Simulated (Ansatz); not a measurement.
The parent structure is Cs2AgBiBr6 (space group Fm-3m, No. 225; a = 11.187 Å). Axes: x, y, z lie along the cube axes.

Modification: uniaxial strain ε_zz = +3.00 %, all other strain components held at zero; the atoms relax in the strained cell.

Calculations: PBEsol (Ansatz, a quantum-chemistry and plane-wave program; PAW; 420 eV plane waves; without spin-orbit coupling).

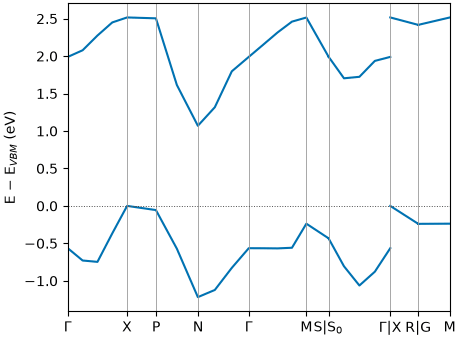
Figure: Highest valence and lowest conduction band along the path of the changed cell's own zone

Question: Read the changed gap and its character from the plot.

Answer: About 1.07 eV, indirect, X → N.

With Bi present, leaving out spin-orbit coupling can change the band edges. Stability against distortions was not tested. Labels are those of the standard path for the cell's own space group.
